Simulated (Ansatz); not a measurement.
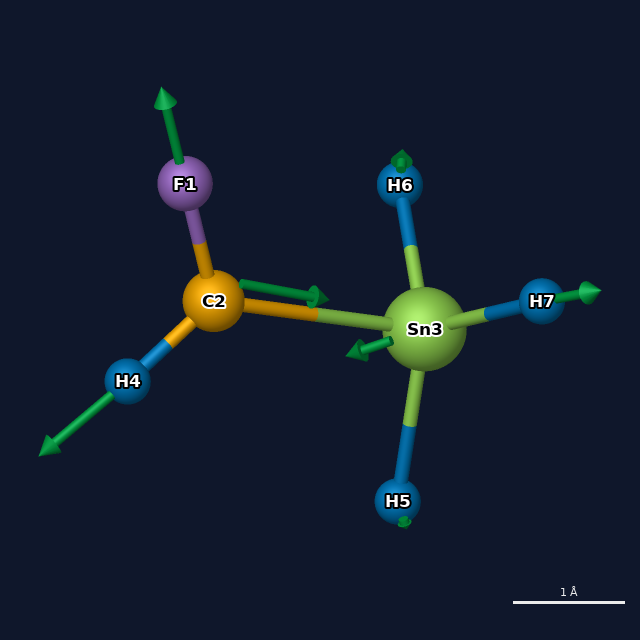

Arrows show the forces on the atoms, 0.8 Å of arrow for 1 eV/Å; forces under a tenth of the largest aren't drawn. State: charge +1, singlet. Level of theory: PBE-D4/def2-TZVPP (Ansatz 0.2.0).

List the force components in the frame of the picture (x right, y up, z towards the viewer), in eV/Å.

| atom | Fx | Fy | Fz |
| --- | --- | --- | --- |
| F1 | −0.21 | 0.86 | 0.47 |
| C2 | 1.00 | −0.19 | −0.60 |
| Sn3 | −0.52 | −0.18 | −0.23 |
| H4 | −0.83 | −0.70 | 0.16 |
| H5 | 0.04 | −0.12 | −0.07 |
| H6 | 0.02 | 0.24 | −0.23 |
| H7 | 0.51 | 0.09 | 0.49 |
